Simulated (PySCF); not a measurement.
Hf(O)2, SMILES [O]=[Hf]=[O] (HfO₂) at its B3LYP/def2-SVP optimised geometry (Å):

```
3

Hf    -0.6291    -0.8553     0.0000
O     -1.1628     0.8553     0.0000
O      1.1628    -0.8553     0.0000
```

Level of theory: B3LYP/def2-TZVP, def2 effective core potentials past Kr (PySCF 2.14.0). The core electrons that the potentials of Hf replace are not part of the density.

Map of the log10 of the electron density (e/bohr³), floored at −4 on the plane z = 0.8 Å:

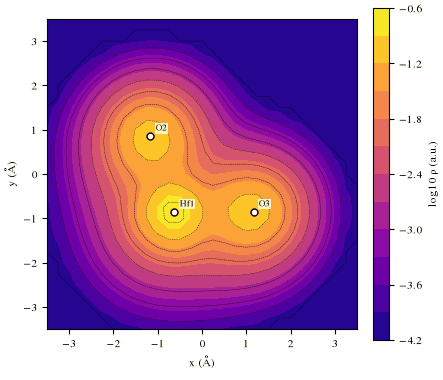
*Log10 of the electron density (e/bohr³), floored at −4 on the plane z = 0.8 Å.*
